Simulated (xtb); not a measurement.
## C$_{2}$H$_{5}$AlO: energy and gradient calculation

The run: energy and gradient calculation of C$_{2}$H$_{5}$AlO. Method and program: GFN1-xTB (xtb 6.7.1).

The geometry was optimised with GFN2-xTB.

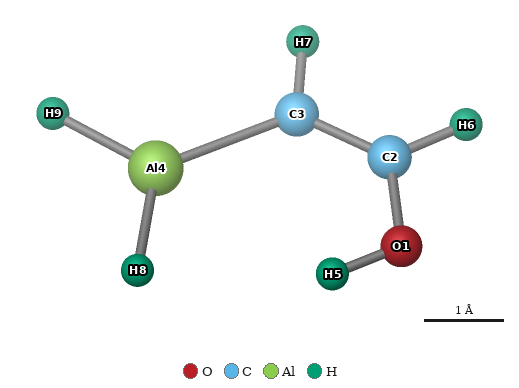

Figure 1. The input geometry (ball-and-stick view, seen at a tilt; atoms are numbered from 1 in the order of the input). Sticks mark near contacts. Bond lengths as drawn: Al–C 1.96 Å, Al–H 1.55 to 1.56 Å, C–C 1.34 Å, C–H 1.09 Å, C–O 1.35 Å and H–O 0.97 Å.

### Input (struc.xyz)
```
9

O     -0.08830     1.73414    -0.81629
C      0.54683     1.23557     0.25985
C      0.48420    -0.03987     0.67155
Al    -0.52624    -1.50144    -0.16052
H     -0.59251     1.02357    -1.24054
H      1.12323     2.01425     0.75269
H      1.07009    -0.26112     1.56805
H     -1.38143    -1.30822    -1.45330
H     -0.54727    -2.94297     0.40140
```

Hardware: 1 thread of Arm Neoverse V1, 24 GiB of memory available, shared host.

Launch command:
```bash
xtb struc.xyz --chrg 0 --grad --gfn 1 --json -P 1 > xtb.out
```

### Log
```
* xtb version 6.7.1
   ID    Z sym.   atoms
    1    8 O      1
    2    6 C      2, 3
    3   13 Al     4
    4    1 H      5-9

           -------------------------------------------------
          |                Calculation Setup                |
           -------------------------------------------------

          program call               : xtb struc.xyz --chrg 0 --grad --gfn 1 --json -P 1
          coordinate file            : struc.xyz
          omp threads                :                     1

           -------------------------------------------------
          |                 G F N 1 - x T B                 |
           -------------------------------------------------

      * Hamiltonian:
        H0-scaling (s, p, d)           1.850000    2.250000    2.000000
        zeta-weighting                 0.000000
      * Dispersion:
        s8                             2.400000
        a1                             0.630000
        a2                             5.000000
        s9                             0.000000
      * Repulsion:
        kExp                           1.500000
        rExp                           1.000000
      * Coulomb:
        alpha                          2.000000
        third order                    atomic
        anisotropic                    false
      * Halogen bond correction:
        rad-scale                      1.300000
        damping                        0.440000

          ...................................................
          :                      SETUP                      :
          :.................................................:
          :  # basis functions                  32          :
          :  # atomic orbitals                  31          :
          :  # shells                           19          :
          :  # electrons                        22          :
          :  # halogen bonds                     0          :
          :  max. iterations                   250          :
          :  Hamiltonian                  GFN1-xTB          :
          :  restarted?                      false          :
          :  GBSA solvation                  false          :
          :  PC potential                    false          :
          :  electronic temp.          300.0000000     K    :
          :  accuracy                    1.0000000          :
          :  -> integral cutoff          0.2500000E+02      :
          :  -> integral neglect         0.1000000E-07      :
          :  -> SCF convergence          0.1000000E-05 Eh   :
          :  -> wf. convergence          0.2000000E-04 e    :
          :  Broyden damping             0.4000000          :
          :  net charge                          0          :
          :  unpaired electrons                  0          :
          ...................................................

 iter      E             dE          RMSdq      gap      omega  full diag
   1    -12.9012924 -0.129013E+02  0.749E+00    4.77       0.0  T
   2    -12.9725804 -0.712880E-01  0.437E+00    4.81       1.0  T
   3    -12.9726717 -0.912675E-04  0.160E+00    4.96       1.0  T
   4    -12.9761471 -0.347539E-02  0.211E-01    4.86       1.0  T
   5    -12.9763478 -0.200721E-03  0.469E-02    4.87       1.0  T
   6    -12.9763532 -0.539221E-05  0.110E-02    4.87       3.0  T
   7    -12.9763535 -0.351131E-06  0.264E-03    4.87      12.6  T
   8    -12.9763536 -0.355217E-07  0.663E-04    4.87      50.3  T
   9    -12.9763536 -0.222662E-08  0.190E-04    4.87     175.8  T
  10    -12.9763536 -0.146382E-09  0.199E-05    4.87    1676.4  T

   *** convergence criteria satisfied after 10 iterations ***

         #    Occupation            Energy/Eh            Energy/eV
      -------------------------------------------------------------
         1        2.0000           -0.8047765             -21.8991
       ...           ...                  ...                  ...
         5        2.0000           -0.5764992             -15.6873
         6        2.0000           -0.5531452             -15.0518
         7        2.0000           -0.5255597             -14.3012
         8        2.0000           -0.5053193             -13.7504
         9        2.0000           -0.4482037             -12.1962
        10        2.0000           -0.4310812             -11.7303
        11        2.0000           -0.4224229             -11.4947 (HOMO)
        12                         -0.2434188              -6.6238 (LUMO)
        13                         -0.2022144              -5.5025
        14                         -0.1542170              -4.1965
        15                         -0.1214957              -3.3061
        16                         -0.1061742              -2.8891
       ...                                ...                  ...
        31                          1.0566428              28.7527
      -------------------------------------------------------------
                  HL-Gap            0.1790041 Eh            4.8709 eV
             Fermi-level           -0.3329208 Eh           -9.0592 eV

 SCC (total)                   0 d,  0 h,  0 min,  0.006 sec
 SCC setup                      ...        0 min,  0.000 sec (  1.338%)
 Dispersion                     ...        0 min,  0.000 sec (  0.590%)
 classical contributions        ...        0 min,  0.000 sec (  0.133%)
 integral evaluation            ...        0 min,  0.001 sec ( 22.719%)
 iterations                     ...        0 min,  0.002 sec ( 33.038%)
 molecular gradient             ...        0 min,  0.002 sec ( 39.386%)
 printout                       ...        0 min,  0.000 sec (  2.560%)

         :::::::::::::::::::::::::::::::::::::::::::::::::::::
         ::                     SUMMARY                     ::
         :::::::::::::::::::::::::::::::::::::::::::::::::::::
         :: total energy             -12.854056041420 Eh    ::
         :: gradient norm              0.014712379921 Eh/a0 ::
         :: HOMO-LUMO gap              4.870949628982 eV    ::
         ::.................................................::
         :: SCC energy               -12.976353561553 Eh    ::
         :: -> electrostatic           0.041665571539 Eh    ::
         :: repulsion energy           0.124682697773 Eh    ::
         :: dispersion energy         -0.002385177640 Eh    ::
         :: halogen bond corr.         0.000000000000 Eh    ::
         :: add. restraining           0.000000000000 Eh    ::
         :: total charge               0.000000000000 e     ::
         :::::::::::::::::::::::::::::::::::::::::::::::::::::

           -------------------------------------------------
          |                Property Printout                |
           -------------------------------------------------

    * Orbital Energies and Occupations

         #    Occupation            Energy/Eh            Energy/eV
      -------------------------------------------------------------
         1        2.0000           -0.8047765             -21.8991
         2        2.0000           -0.6759016             -18.3922
         3        2.0000           -0.6422237             -17.4758
         4        2.0000           -0.5952500             -16.1976
         5        2.0000           -0.5764992             -15.6873
         6        2.0000           -0.5531452             -15.0518
         7        2.0000           -0.5255597             -14.3012
         8        2.0000           -0.5053193             -13.7504
         9        2.0000           -0.4482037             -12.1962
        10        2.0000           -0.4310812             -11.7303
        11        2.0000           -0.4224229             -11.4947 (HOMO)
        12                         -0.2434188              -6.6238 (LUMO)
        13                         -0.2022144              -5.5025
        14                         -0.1542170              -4.1965
        15                         -0.1214957              -3.3061
        16                         -0.1061742              -2.8891
        17                         -0.0987477              -2.6871
        18                         -0.0746217              -2.0306
        19                         -0.0532173              -1.4481
        20                         -0.0404081              -1.0996
        21                         -0.0091949              -0.2502
        22                         -0.0042216              -0.1149
       ...                                ...                  ...
        31                          1.0566428              28.7527
      -------------------------------------------------------------
                  HL-Gap            0.1790041 Eh            4.8709 eV
             Fermi-level           -0.3329208 Eh           -9.0592 eV

  Mulliken/CM5 charges         n(s)   n(p)   n(d)
     1     -0.50458 -0.70992   1.688  4.817  0.000
     2      0.26614  0.23562   1.012  2.722  0.000
     3     -0.27975 -0.30092   1.099  3.181  0.000
     4      0.36206  0.16180   1.311  1.129  0.197
     5      0.35607  0.53181   0.644  0.000  0.000
     6      0.03367  0.09814   0.966  0.000  0.000
     7      0.04928  0.10666   0.951  0.000  0.000
     8     -0.15259 -0.07393   1.153  0.000  0.000
     9     -0.13031 -0.04925   1.130  0.000  0.000

Wiberg/Mayer (AO) data.
largest (>0.10) Wiberg bond orders for each atom

 ---------------------------------------------------------------------------
     #   Z sym  total        # sym  WBO       # sym  WBO       # sym  WBO
 ---------------------------------------------------------------------------
     1   8      2.085 --     2      1.055     5      0.845     3      0.119
     2   6      3.899 --     3      1.785     1      1.055     6      0.956
     3   6      3.921 --     2      1.785     4      0.950     7      0.932
                             1      0.119
     4  13      2.866 --     3      0.950     9      0.855     8      0.845
     5   1      0.892 --     1      0.845
     6   1      1.008 --     2      0.956
     7   1      1.001 --     3      0.932
     8   1      0.977 --     4      0.845
     9   1      0.983 --     4      0.855
 ---------------------------------------------------------------------------

Topologies differ in total number of bonds
Writing topology from bond orders to xtbtopo.mol

 dipole moment from electron density (au)
     X       Y       Z
   0.0795  -0.1910   0.1835  total (Debye):    0.703

           -------------------------------------------------
          | TOTAL ENERGY              -12.854056041420 Eh   |
          | GRADIENT NORM               0.014712379921 Eh/α |
          | HOMO-LUMO GAP               4.870949628982 eV   |
           -------------------------------------------------

------------------------------------------------------------------------
------------------------------------------------------------------------
 total:
 *  cpu-time:     0 d,  0 h,  0 min,  0.011 sec
 * ratio c/w:     1.000 speedup
 SCF:
 *  cpu-time:     0 d,  0 h,  0 min,  0.006 sec
 * ratio c/w:     1.000 speedup
```

### Standard error
```
normal termination of xtb
```

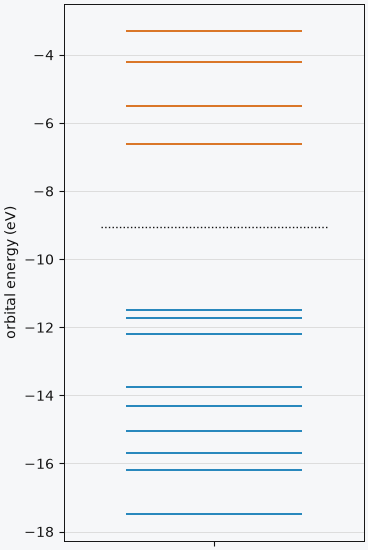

Figure 2. Orbital energies near the frontier; the dotted line parts filled from empty levels, and levels within 0.02 eV of each other stand side by side. Highest filled −11.49 eV, lowest empty −6.62 eV, 4.87 eV apart.

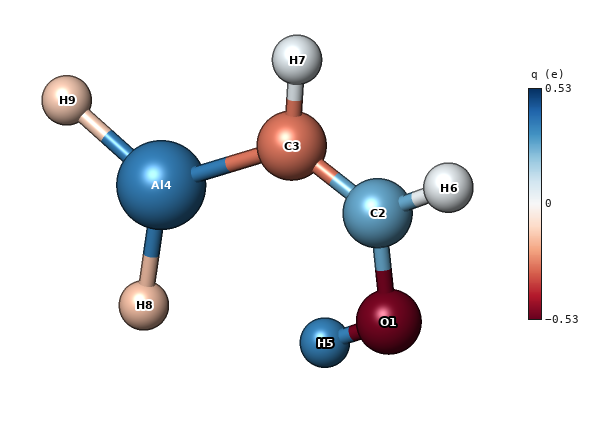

Figure 3. Mulliken charges, as the colour of each atom (ball-and-stick view, seen at a tilt; atoms are numbered from 1 in the order of the input). By element: O −0.50, C −0.28 to +0.27, Al +0.36 and H −0.15 to +0.36 e.

### Summary

```csv
quantity,value
outcome,converged
electrons treated,22
total energy,−12.854056 hartree
dispersion energy,−0.002385 hartree
basis functions,32
largest force,0.494 eV/Å
HOMO,−11.49 eV
LUMO,−6.62 eV
dipole moment,0.70 D
peak memory,0.073 GiB
```
